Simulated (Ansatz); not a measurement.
Start from La2O3 (space group P-3m1, No. 164; a = 3.940 Å, c = 6.188 Å).

Modification: electron doping at 5.0×10^21 cm⁻³ (0.416 per cell), with a uniform compensating background at fixed cell and a 300 K Fermi–Dirac width.

All numbers come from plane-wave PAW DFT at the PBE level (Ansatz, a first-principles code, 420 eV), without spin-orbit coupling.

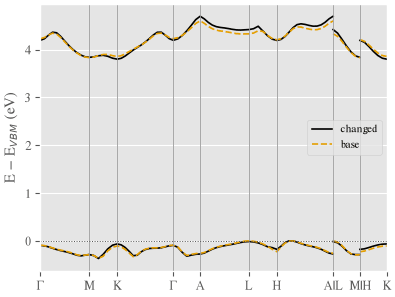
Figure. Highest valence and lowest conduction band along the path, each from its own valence-band maximum

### Question
Read the changed gap and its character from the plot.

### Answer
About 3.8 eV, indirect, H–A (21 % along) → K.

Charged cell with a jellium background: band edges are those of the host's band count, energies are not comparable with the neutral cell, and many-body gap narrowing is missing. Whether these cells are dynamically stable was not tested.
